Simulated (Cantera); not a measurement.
Charge: 1 mol SiH2Cl2, 15 mol NH3, held at 1750 K.

These are equilibrium values from Cantera (NASA tables, ideal gas, pure condensed phases), not measurements of a reactor. Candidate condensed phases: NH4Cl, Si, Si3N4; 28 gas species. The tables' values for SiCl, SiCl3, SiN are old estimates; treat these amounts as uncertain. Gases not in the tables: Si2H6 and higher silanes. Equilibrium is a limit: real reactors are often held back by kinetics, nucleation or transport.

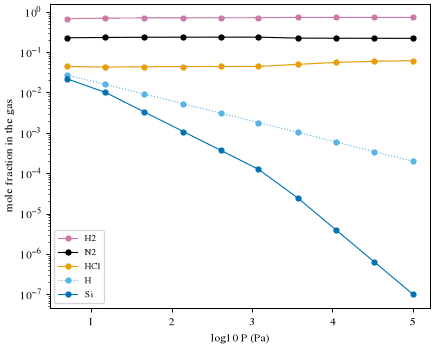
Figure. Equilibrium gas composition (values under 1e-9 drawn at 1e-9)

### Question
Read off the mole fractions at 0.110 bar.

### Answer
H2 about 0.72, N2 about 0.22, HCl about 0.055, H about 0.00059, Si about 4.0e-6.
